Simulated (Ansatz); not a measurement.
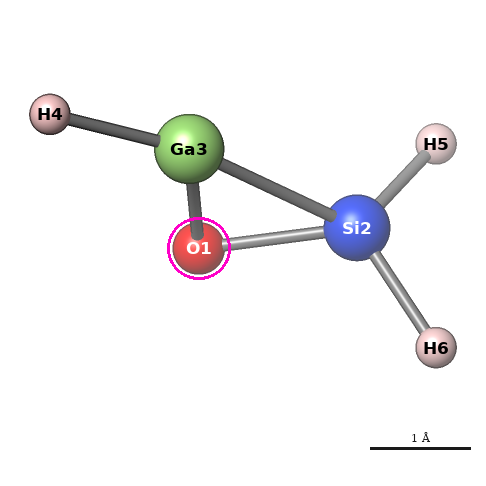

Orthographic view. Depth is shown by fading: the farther an atom, the more it takes the colour of the background. The computed structure is the end point of a PBE0-D4/def2-TZVP optimisation. No frequency run is at hand to confirm it as a minimum.

### Name the neighbours of the circled atom.

The circled atom is O1; it is bonded to Si2, Ga3.

### Which atom is nearest the viewer?

H4, 1.5 Å in front of the mean position.

### Of O1 and Ga3, which is nearer the viewer?

Ga3; the bond to O1 points away from the viewer, so it looks shorter than its 1.91 Å.

### Which atom is farthest from the viewer?

H5, 1.3 Å behind the mean position.
